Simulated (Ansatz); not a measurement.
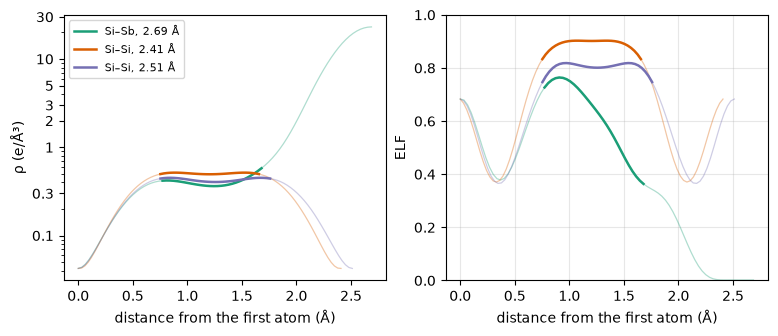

Figure. Si$_{2}$Sb. Valence pseudo-density and electron localisation function along straight lines between neighbouring atoms. Thin, pale parts lie inside the atomic spheres.

Space group Cccm; started from the random prototype, which need not be the ambient phase.

Theory: DFT PBE, scalar-relativistic, plane waves, PAW (Ansatz 0.2.0).

The density is the valence pseudo-density of a PAW calculation; it isn't the true density close to the nuclei.

**Compare the contacts.**

Si–Sb (2.69 Å): the density is about 0.37 e/Å³ at the midpoint; the ELF peaks at about 0.75 in the valence shell of Si, 0.9 Å from its nucleus, and is about 0.60 at the midpoint.
Si–Si (2.41 Å): ρ is about 0.49 e/Å³ halfway; the ELF peaks at about 0.90 between the atoms.
Si–Si (2.51 Å): ρ at the midpoint is about 0.4 e/Å³; the ELF peaks at about 0.80 between the atoms.
